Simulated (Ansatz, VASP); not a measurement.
# CuI in two plane-wave programs

Wanted: the spread between two codes on one cell, functional and k mesh. The cell is taken from a series of VASP runs on this material, whose earlier steps may have relaxed, scaled or displaced it; both programs get it as it stands. Valence electrons are named where the data sets of a main pair hold unlike numbers.

Method: plane waves, with VASP 6.6.1 beside it; band structure at HSE06 and band structure at r2SCAN-EpsX with an exact-exchange share of 0.152, in Ansatz 0.2.0.

## (1) The starting structure

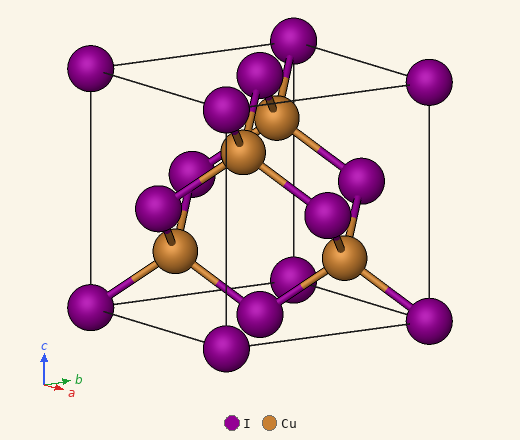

The starting structure, seen from a free direction (iodine purple, copper orange). This picture shows the conventional cell, with its axes. Bonds to atoms that aren't drawn are left out. Some periodic images of atoms are drawn too.

## (2) Ansatz: band structure, HSE06

Ansatz runs on its default PAW (the set named soft_2) files.

The same path points are solved in both programs, so levels can be compared one by one.

input.yaml

```yaml
crystal:
  lattice:
    - [0.0, 3.016, 3.016]
    - [3.016, 0.0, 3.016]
    - [3.016, 3.016, 0.0]
  atoms:
    - { symbol: I, position: [0.0, 0.0, 0.0] }
    - { symbol: Cu, position: [0.75, 0.75, 0.75] }
hamiltonian:
  xc: { exchange: pbe, correlation: pbe, exx: { coeff: 0.25, omega: 0.2 } }
  pseudopotentials: { kind: paw }
kpoints:
  mp_grid: { grid: [4, 4, 4] }
  band_path:
    path:
      - [0.0, 0.0, 0.0]
      - [0.5, 0.0, 0.5]
      - [0.5, 0.22222, 0.72222]
      - [0.40278, 0.34722, 0.75]
      - [0.125, 0.125, 0.25]
      - [0.27778, 0.27778, 0.27778]
      - [0.55556, 0.38889, 0.55556]
      - [0.58333, 0.25, 0.66667]
      - [0.5, 0.30556, 0.69444]
      - [0.48611, 0.48611, 0.52778]
      - [0.625, 0.25, 0.625]
      - [0.5, 0.0, 0.5]
    npoints: 1
scf:
  occupations: { method: gaussian, width: 0.03 }
  n_extra_bands: 7
output:
  forces: true
  stress: true
  eigenvalues: true
```

Run with:

```
$ ansatz run input.yaml --threads 4 --pin off --max-ram 9216MiB --backend cpu --events-out ev --progress --plain --runs-dir out
```

Numbers of over 12 decimals in the logs are rounded to 6 here.

Log:

```text
Warning: output.stress: scf.convergence.dr2_threshold = 1e-7 eV (the SCF's general default) is looser than the 2e-10 eV advised for a printed stress (1e-10 eV for each atom of the cell: 2). What an SCF threshold leaves in a stress goes as its square root, and in the free energy as the threshold itself, and one threshold admits the most on a small cell: [figures from the program's tests cut] Set scf.convergence.dr2_threshold to 2e-10 eV or tighter. The threshold is an SCF's pass mark: one that does not reach it within its budget of iterations ends unconverged, or closes short of it on a stop that the run arms, and scf.convergence.dr2_threshold's page says what that costs each kind of run
Warning: output.stress: scf.exx.energy_threshold = 1e-6 eV is looser than the 2e-8 eV advised for a stress under a hybrid functional (1e-8 eV for each atom of the cell: 2). Every SCF of the exchange loop can meet its threshold on dr2 while the loop round them stops early: no threshold on dr2 bounds what that leaves in the stress. Set scf.exx.energy_threshold to 2e-8 eV or tighter. The threshold is the loop's pass mark: a loop that does not reach it within its budget of cycles ends unconverged, and scf.exx.energy_threshold's page has the law
scf.n_extra_bands = 7 over 18 filled bands (N_el = 36.0): the run solves 25 bands
Engine: ansatz 0.2.0, aarch64-unknown-linux-gnu
Pseudopotentials: kind: paw
Pseudopotential: I, paw, valence charge 17, recommended cutoff 420 eV (normal), I.paw.azcp
Pseudopotential: Cu, paw, valence charge 19, recommended cutoff 420 eV (normal), Cu.paw.azcp
Functional definition: unnamed
  parameter a_1 = 0.25
  parameter omega_1 = 0.2/angstrom
  exchange = pbe_x + (-a_1)*pbe_x_sr(omega_1) + a_1*exact_x_sr(omega_1)
  correlation = pbe_c
Crystal: 2 atoms, lattice volume = 54.869 Å³
Basis set: ecut = 420 eV, 1067 PW (Γ), exchange–correlation on 60×60×60 points (8 copies of the dense FFT grid, shifted against one another)
Bands: 25, of which v1, the nominal top of the filled ones, is band 18 counted from 1 (17 counted from 0)
Symmetry: 24 space group operations
Space group: F-43m (ITA 216), of the structure as read, at distance tolerance 3.8e-5 Å
k-points: 8 of 64 (time reversal used)
Non-local potential: I, projectors of the file, l = 0: 2, l = 1: 2, l = 2: 2, l = 3: 2
Non-local potential: Cu, projectors of the file, l = 0: 3, l = 1: 2, l = 2: 3, l = 3: 1
PAW form: soft (Blöchl's): semilocal exchange-correlation on the pseudo side does not see the compensation charge
PAW frozen core: I, regenerated for the run's functional, and the local potential with it (the file was generated under x = pbe(κ = 0.804, μ = 0.219515), c = pbe(β = 0.066725))
PAW frozen core: Cu, regenerated for the run's functional, and the local potential with it (the file was generated under x = pbe(κ = 0.804, μ = 0.219515), c = pbe(β = 0.066725))
PAW one-centre angular grid: I, 590 points (default); XC on 96 Gauss nodes
PAW one-centre angular grid: Cu, 590 points (default); XC on 64 Gauss nodes
Initial density: superposition of atomic densities (neutral atoms: chi_scale 0, normalization atom), corrected by the library's trained network
Initial wavefunctions: pseudopotential atomic-orbital guess
Functional: x = pbe(κ = 0.804, μ = 0.219515), c = pbe(β = 0.066725), warm-up for x = pbe(κ = 0.804, μ = 0.219515) + 0.25 (exact − pbe) at short range (hse, ω = 0.2 Å⁻¹), c = pbe(β = 0.066725)
SCF iter   1: F=—  HF=-14138.327422 eV  |F-HF|=—  |Δ(HF+E_count)|=         —  Δρ=6.60e-4  dr2=1.36e-4  ethr=1.77e-3  ⟨swp⟩=12.1  Hψ=991  notcnv=0
preconditioner: auto → none  [insulator: Δε(μ)=1.167 eV  Ē_g=11.232 eV  σ=0.030 eV  W_gap=1.00  n_scr=14 (ndim 8)  ℏωp=21.3 eV  f_vac=0.177  D(μ)=0.00/eV (n_scr^D=0)]
SCF iter   2: F=-14138.327677 eV  HF=-14138.327711 eV  |F-HF|=3.39e-5  |Δ(HF+E_count)|=   2.88e-4  Δρ=3.10e-4  dr2=3.65e-5  ethr=3.78e-7  ⟨swp⟩=4.6  Hψ=714  notcnv=0
SCF 1 stopped early in 2 iterations: F = -14138.327677 eV  dr2 = 3.65e-5
  greatest PAW one-centre occupation: 1.000 electrons in one spin orbital (limit 2), on the Cu atom at site 1 (counted from 0), in its partial waves of l = 0
Initial density: handed on by an earlier stage of this run
Initial wavefunctions: those handed on with the density
Functional: x = pbe(κ = 0.804, μ = 0.219515) + 0.25 (exact − pbe) at short range (hse, ω = 0.2 Å⁻¹), c = pbe(β = 0.066725)
Exchange kernel: α = 0.2500, screened, ω = 0.2000 Å⁻¹, Wigner–Seitz truncation, v(0) = 1112.9524 eV·Å³, q-mesh 4×4×4, nearest image of the exchange supercell L = 17.06 Å, pair-density grid 18×18×18, without the augmentation charges, whose exchange is taken in its separable form by FFT convolution over the k-point mesh (sized by the pseudopotential files, 24×24×24 at the most), smooth part of the exact exchange by density-matrix convolution
Frozen-core exchange: fock
SCF iter   1: F=—  HF=-14142.493221 eV  |F-HF|=—  |Δ(HF+E_count)|=         —  Δρ=3.25e-2  dr2=3.94e-1  ethr=1.01e-6  ⟨swp⟩=6.2  Hψ=937  notcnv=0
preconditioner: auto → none  [insulator: Δε(μ)=2.913 eV  Ē_g=13.532 eV  σ=0.030 eV  W_gap=1.00  n_scr=14 (ndim 8)  ℏωp=21.3 eV  f_vac=0.177  D(μ)=0.00/eV (n_scr^D=0)]
SCF iter   2: F=—  HF=-14142.505233 eV  |F-HF|=—  |Δ(HF+E_count)|=   1.20e-2  Δρ=2.78e-2  dr2=2.98e-1  ethr=1.01e-6  ⟨swp⟩=6.0  Hψ=777  notcnv=0
SCF iter   3: F=—  HF=-14142.413036 eV  |F-HF|=—  |Δ(HF+E_count)|=   9.22e-2  Δρ=5.79e-3  dr2=1.39e-2  ethr=1.01e-6  ⟨swp⟩=5.4  Hψ=729  notcnv=0
SCF iter   4: F=—  HF=-14142.425128 eV  |F-HF|=—  |Δ(HF+E_count)|=   1.21e-2  Δρ=2.74e-3  dr2=2.94e-3  ethr=1.01e-6  ⟨swp⟩=4.1  Hψ=648  notcnv=0
iter 5 solved again at ethr=3.48e-8 eV; its pass at ethr=1.01e-6 eV (dr2=1.25e-5 eV) is discarded
SCF iter   5: F=—  HF=-14142.424603 eV  |F-HF|=—  |Δ(HF+E_count)|=   5.24e-4  Δρ=1.56e-4  dr2=3.96e-5  ethr=3.48e-8  ⟨swp⟩=2.0  Hψ=861  notcnv=0
SCF iter   6: F=—  HF=-14142.424826 eV  |F-HF|=—  |Δ(HF+E_count)|=   2.23e-4  Δρ=2.30e-4  dr2=3.25e-5  ethr=3.48e-8  ⟨swp⟩=4.1  Hψ=528  notcnv=0  defer=1
SCF iter   7: F=-14142.424815 eV  HF=-14142.424815 eV  |F-HF|=3.43e-7  |Δ(HF+E_count)|=   1.10e-5  Δρ=2.63e-5  dr2=1.18e-6  ethr=3.48e-8  ⟨swp⟩=4.0  Hψ=433  notcnv=0
SCF 2 stopped early in 7 iterations: F = -14142.424815 eV  dr2 = 1.18e-6
  greatest PAW one-centre occupation: 1.000 electrons in one spin orbital (limit 2), on the Cu atom at site 1 (counted from 0), in its partial waves of l = 1
hybrid outer 1: dexx = +1.503e-2 eV, tail = 9.05e-5 eV
Exchange kernel: α = 0.2500, screened, ω = 0.2000 Å⁻¹, Wigner–Seitz truncation, v(0) = 1112.9524 eV·Å³, q-mesh 4×4×4, nearest image of the exchange supercell L = 17.06 Å, pair-density grid 18×18×18, without the augmentation charges, whose exchange is taken in its separable form by FFT convolution over the k-point mesh (sized by the pseudopotential files, 24×24×24 at the most), smooth part of the exact exchange by density-matrix convolution
Frozen-core exchange: fock
SCF iter   1: F=—  HF=-14142.424658 eV  |F-HF|=—  |Δ(HF+E_count)|=         —  Δρ=1.20e-4  dr2=5.30e-6  ethr=1.26e-6  ⟨swp⟩=4.6  Hψ=460  notcnv=0
preconditioner: auto → none  [insulator: Δε(μ)=2.695 eV  Ē_g=13.157 eV  σ=0.030 eV  W_gap=1.00  n_scr=14 (ndim 8)  ℏωp=21.3 eV  f_vac=0.181  D(μ)=0.00/eV (n_scr^D=0)]
SCF iter   2: F=—  HF=-14142.424658 eV  |F-HF|=—  |Δ(HF+E_count)|=   4.98e-8  Δρ=2.03e-5  dr2=1.57e-7  ethr=1.06e-8  ⟨swp⟩=4.0  Hψ=513  notcnv=0
SCF iter   3: F=—  HF=-14142.424658 eV  |F-HF|=—  |Δ(HF+E_count)|=   3.60e-7  Δρ=7.52e-6  dr2=4.95e-8  ethr=2.73e-10  ⟨swp⟩=4.0  Hψ=531  notcnv=0  defer=1
SCF iter   4: F=-14142.424658 eV  HF=-14142.424658 eV  |F-HF|=4.44e-9  |Δ(HF+E_count)|=   1.56e-8  Δρ=2.23e-6  dr2=2.98e-9  ethr=1.14e-10  ⟨swp⟩=3.1  Hψ=389  notcnv=0  defer=1
SCF 3 converged in 4 iterations: F = -14142.424658 eV  dr2 = 2.98e-9
  Residual-converged pass: ⟨swp⟩=3.0  Hψ=438  notcnv=0  max |occ|·‖R‖ = 2.4e-6 eV (tolerance 2.4e-6 eV)  dr2=3.02e-9  dr2_onsite=3.75e-9  max |Δocc| = 0.0e0
hybrid outer 2: dexx = +4.982e-7 eV, tail = 6.65e-8 eV, Δε = 6.52e-3 eV (about 2.76e-4 eV left of the loop's levels)
NSCF: frozen V_eff on 12 k-points
hybrid SCF converged: 2 outer / 11 inner (+2 warm-up), last move |dexx| = 4.98e-7 eV, tail = 6.65e-8 eV
Stability not checked: this state was not tested for a lower state beside it, because the functional holds exact exchange (a hybrid, or Hartree-Fock), whose exchange loop this test does not read (fock_operator; see scf.lower_state_search)
Free energy (F): -14142.424658 eV
Frozen-core exchange: fock
Harris-Foulkes:  -14142.424658 eV  (|F-HF|=4.44e-9)
Internal energy: -14142.424658 eV  (E = F + TS)
E sigma→0 (E₀):  -14142.424658 eV
Fermi energy:    8.748173 eV
--- Per-component energies (eV) ---
  E_band       = -954.782428
  E_kinetic    = 490.371366
  E_local      = -7612.982895  (includes V_loc(G=0)·N_el)
  E_nonlocal   = 324.254755
  E_hartree    = 3552.307319
  E_xc         = -172.751321
  E_vxc        = -191.997139  (∫ρ·V_xc dr)
  E_exx        = -160.416671  (= α·E_x^exact, valence–valence)
  E_paw        = -6387.144120  (= ΣΔE_a)
  E_vpaw       = -748.215574  (= ΣTr[D̂ρ^β])
  E_aug_tail   = 0.000240  (compensation charges beyond the density's cutoff)
  E_ewald      = -4175.480603
  E_core_change = -0.582723  (= ΣΔE_core)
  E_smearing   = -0.000000  (= −TS)
  E_closure    = -0.000006  (closes the sum)
  Σ components = -14142.424658   (vs F -14142.424658, Δ=0.00e0)
--- Forces (eV/Å), atoms counted from 1 ---
  atom   1  I     -0.00000000     0.00000000     0.00000000
  atom   2  Cu     0.00000000     0.00000000    -0.00000000
  max |Σ_I F_I| component: 4.39e-17 eV/Å
--- Stress (GPa, compression-positive) ---
        1.448183       0.000000      -0.000000
        0.000000       1.448183       0.000000
       -0.000000       0.000000       1.448183
  P = ⅓ Tr σ = 1.4482 GPa (14.482 kbar)
--- Band table (eV; the first three rows and the last of 8) ---
  k-point 0: bands = [... 14 lower, 4.8315, 7.3999, 7.3999, 7.3999, 10.0960, 13.7376, 13.7376, 13.7376, ... 3 higher]
  k-point 1: bands = [... 14 lower, 4.8219, 5.6895, 6.9517, 6.9517, 11.2189, 14.3253, 14.3253, 14.3852, ... 3 higher]
  k-point 2: bands = [... 14 lower, 4.8554, 4.9105, 6.5402, 6.5402, 11.0519, 14.2479, 14.2479, 16.2525, ... 3 higher]
  k-point 7: bands = [... 14 lower, 4.9292, 4.9468, 5.0838, 5.6514, 13.3188, 13.6400, 14.9879, 15.1499, ... 3 higher]
```

It took 25 s on 4 threads of Arm Neoverse V2, shared host; peak memory 0.8 GiB; 90 s of CPU time.

## (3) VASP: band structure, HSE06

The same cell, functional, mesh and smearing now go to VASP, with its own data sets.

Lines of VASP's logs that name or quote its potential files are left out, and so is its time.

The run reads the wave functions of an earlier VASP run, which isn't shown here.

INCAR

```
SYSTEM = CuI
PREC = Accurate
ENCUT = 350
EDIFF = 1E-06
NELM = 100
ISMEAR = 0
SIGMA = 0.03
LREAL = .FALSE.
ALGO = Normal
LHFCALC = .TRUE.
AEXX = 0.25
GGA = PE
HFSCREEN = 0.2
LASPH = .TRUE.
NBANDS = 15
PRECFOCK = Fast
LORBIT = 11
LWAVE = .FALSE.
LCHARG = .FALSE.
KPAR = 4
```

POSCAR

```
CuI
1.0
    0.0000000000      3.0160000000      3.0160000000
    3.0160000000      0.0000000000      3.0160000000
    3.0160000000      3.0160000000      0.0000000000
I Cu
1 1
Direct
    0.0000000000      0.0000000000      0.0000000000
    0.7500000000      0.7500000000      0.7500000000
```

KPOINTS

```
Automatic mesh
0
Gamma
4 4 4
0 0 0
```

KPOINTS_OPT

```
Line mode
10
Line-mode
Reciprocal
  0.00000000   0.00000000   0.00000000 GAMMA
  0.50000000   0.00000000   0.50000000 X

  0.50000000   0.00000000   0.50000000 X
  0.50000000   0.25000000   0.75000000 W

  0.50000000   0.25000000   0.75000000 W
  0.37500000   0.37500000   0.75000000 K

  0.37500000   0.37500000   0.75000000 K
  0.00000000   0.00000000   0.00000000 GAMMA

  0.00000000   0.00000000   0.00000000 GAMMA
  0.50000000   0.50000000   0.50000000 L

  0.50000000   0.50000000   0.50000000 L
  0.62500000   0.25000000   0.62500000 U

  0.62500000   0.25000000   0.62500000 U
  0.50000000   0.25000000   0.75000000 W

  0.50000000   0.25000000   0.75000000 W
  0.50000000   0.50000000   0.50000000 L

  0.50000000   0.50000000   0.50000000 L
  0.37500000   0.37500000   0.75000000 K

  0.62500000   0.25000000   0.62500000 U
  0.50000000   0.00000000   0.50000000 X
```

Potentials, in the order of the species: I and Cu (PBE family, release 64).

Run with:

```
$ mpirun -np 4 vasp_std
```

Log:

```text
[banner, memory and clock lines left out]
running    4 mpi-ranks, on    1 nodes
 distrk:  each k-point on    1 cores,    4 groups
 distr:  one band on    1 cores,    1 groups

 POSCAR found type information on POSCAR I Cu
 POSCAR found :  2 types and       2 ions
 LDA part: xc-table for (Slater+PW92), standard interpolation
 found WAVECAR, reading the header
 POSCAR, INCAR and KPOINTS ok, starting setup
 FFT: planning ... GRIDC
 FFT: planning ... GRID_SOFT
 FFT: planning ... GRID
 reading WAVECAR
 the WAVECAR file was read successfully
 initial charge from wavefunction
 entering main loop
       N       E                     dE             d eps       ncg     rms          rms(c)
DAV:   1    -0.655552763359E+01   -0.65555E+01   -0.13422E+00   318   0.406E+01    0.343E+00
DAV:   2    -0.642671991273E+01    0.12881E+00   -0.93435E-01   303   0.363E+01    0.315E+00
DAV:   3    -0.644292976020E+01   -0.16210E-01   -0.47433E-02   374   0.252E+00    0.216E+00
DAV:   4    -0.644113028738E+01    0.17995E-02   -0.10323E-02   311   0.376E+00    0.133E+00
DAV:   5    -0.644111121864E+01    0.19069E-04   -0.23927E-03   381   0.969E-01    0.924E-01
DAV:   6    -0.644108437042E+01    0.26848E-04   -0.14487E-04   370   0.286E-01    0.549E-01
DAV:   7    -0.644106970963E+01    0.14661E-04   -0.29972E-05   388   0.156E-01    0.310E-01
DAV:   8    -0.644106814919E+01    0.15604E-05   -0.58081E-06   275   0.168E-02    0.178E-01
DAV:   9    -0.644106889627E+01   -0.74708E-06   -0.23178E-06   296   0.242E-02
   1 F= -.64410689E+01 E0= -.64410689E+01  d E =-.595867E-23
 Start KPOINTS_OPT (optional k-point list driver)
k-point batch [1-8\100]
       N       E                     dE             ncg
DAV:   1     0.937249202583E+03   -0.90677E+03      240
DAV:   2     0.316795150225E+02   -0.90557E+03      247
DAV:   3    -0.334992039282E+02   -0.65179E+02      324
DAV:   4    -0.355059607651E+02   -0.20068E+01      325
DAV:   5    -0.355721536272E+02   -0.66193E-01      355
DAV:   6    -0.355751809584E+02   -0.30273E-02      364
DAV:   7    -0.355752172466E+02   -0.36288E-04      340
DAV:   8    -0.355752175423E+02   -0.29567E-06      260
[...]
k-point batch [97-100\100]
       N       E                     dE             ncg
DAV:   1     0.246536334324E+04   -0.15439E+04      120
DAV:   2     0.206987237309E+04   -0.39549E+03      134
DAV:   3     0.204960284612E+04   -0.20270E+02      148
DAV:   4     0.204904166810E+04   -0.56118E+00      185
DAV:   5     0.204902756801E+04   -0.14100E-01      192
DAV:   6     0.204902740578E+04   -0.16223E-03      192
DAV:   7     0.204902740374E+04   -0.20460E-05      176
DAV:   8     0.204902740370E+04   -0.38223E-07      144
```

Parts of OUTCAR (step 3):

```text
ion  position               nearest neighbor table
   1  0.000  0.000  0.000-   2 2.61   2 2.61   2 2.61   2 2.61
   2  0.750  0.750  0.750-   1 2.61   1 2.61   1 2.61   1 2.61

  LATTYP: Found a face centered cubic cell.
 ALAT       =     6.0320000000

 Subroutine GETGRP returns: Found 24 space group operations
 (whereof 24 operations were pure point group operations)

The static configuration has the point symmetry T_d .

 Found      8 irreducible k-points:

   k-points           NKPTS =      8   k-points in BZ     NKDIM =     64   number of bands    NBANDS=     15

   dimension x,y,z NGX =    28 NGY =   28 NGZ =   28
   dimension x,y,z NGXF=    56 NGYF=   56 NGZF=   56

   ENCUT  =  350.0 eV  25.72 Ry    5.07 a.u.   6.51  6.51  6.51*2*pi/ulx,y,z

   NELECT =      18.0000    total number of electrons

 k-points in reciprocal lattice and weights: Automatic mesh
   0.00000000  0.00000000  0.00000000       0.016
   0.25000000  0.00000000  0.00000000       0.125
   0.50000000  0.00000000  0.00000000       0.062
   0.25000000  0.25000000  0.00000000       0.094
   0.50000000  0.25000000  0.00000000       0.375
  -0.25000000  0.25000000  0.00000000       0.188
   0.50000000  0.50000000  0.00000000       0.047
  -0.25000000  0.50000000  0.25000000       0.094

  exchange ACFDT corr.  =         0.00000000  see jH, gK, PRB 81, 115126

 average (electrostatic) potential at core
       1 -88.5109       2 -57.9583

 E-fermi :   3.8496

 k-point     1 :       0.0000    0.0000    0.0000
  band No.  band energies     occupation
    ...
      5       1.0929      2.00000
      6       1.0929      2.00000
      7       3.6453      2.00000
      8       3.6454      2.00000
      9       3.6454      2.00000
     10       6.2830      0.00000
     11       9.9382      0.00000
     12       9.9382      0.00000
     13       9.9382      0.00000
     14      13.5565      0.00000
    ...

 k-point     2 :       0.2500    0.0000    0.0000
  band No.  band energies     occupation
    ...
      5       1.0835      2.00000
      6       1.0835      2.00000
      7       1.9428      2.00000
      8       3.1977      2.00000
      9       3.1977      2.00000
     10       7.4194      0.00000
     11      10.5250      0.00000
     12      10.5250      0.00000
     13      10.5969      0.00000
     14      13.8584      0.00000
    ...

 k-point     3 :       0.5000    0.0000    0.0000
  band No.  band energies     occupation
    ...
      5       1.1174      2.00000
      6       1.1174      2.00000
      7       1.1714      2.00000
      8       2.7862      2.00000
      9       2.7863      2.00000
     10       7.2582      0.00000
     11      10.4515      0.00000
     12      10.4515      0.00000
     13      12.5008      0.00000
     14      14.5082      0.00000
    ...

  energy-cutoff  :      350.00
  volume of cell :       54.87
      direct lattice vectors                 reciprocal lattice vectors
     0.000000000  3.016000000  3.016000000    -0.165782493  0.165782493  0.165782493
     3.016000000  0.000000000  3.016000000     0.165782493 -0.165782493  0.165782493
     3.016000000  3.016000000  0.000000000     0.165782493  0.165782493 -0.165782493

 POSITION                                       TOTAL-FORCE (eV/Angst)
 -----------------------------------------------------------------------------------
      0.00000      0.00000      0.00000         0.000000     -0.000000     -0.000000
      4.52400      4.52400      4.52400        -0.000000      0.000000      0.000000
 -----------------------------------------------------------------------------------
    total drift:                               -0.000285     -0.000116     -0.000139

  FREE ENERGIE OF THE ION-ELECTRON SYSTEM (eV)
  ---------------------------------------------------
  free  energy   TOTEN  =        -6.4410688963 eV

  energy  without entropy=       -6.4410688963  energy(sigma->0) =       -6.44106890

 total charge
# of ion       s       p       d       tot
------------------------------------------
    1        1.487   2.882   0.045   4.414
    2        0.298   0.261   9.416   9.975
--------------------------------------------------
tot          1.785   3.143   9.461  14.389

[... 3 further parts left out ...]
```

The k-mesh is coarse for exact exchange; levels may shift by about 0.1 eV on a finer one. The PAW data sets were made with PBE, which is usual practice but a small mismatch for other functionals.

[end of part 1 of 2]

[Lines on the potential files, build, host, timing and source positions are cut from VASP's logs without a mark.]

[Logs are printed without paths, hosts, clocks, repeated set-up lines and the standing remarks that a program may print on its own settings, such as how far it seeks lower states.]

[Hosts, paths, dates, database ids (printed as entryN), source tags and the programs' standing remarks are cut or masked in the printed files.]
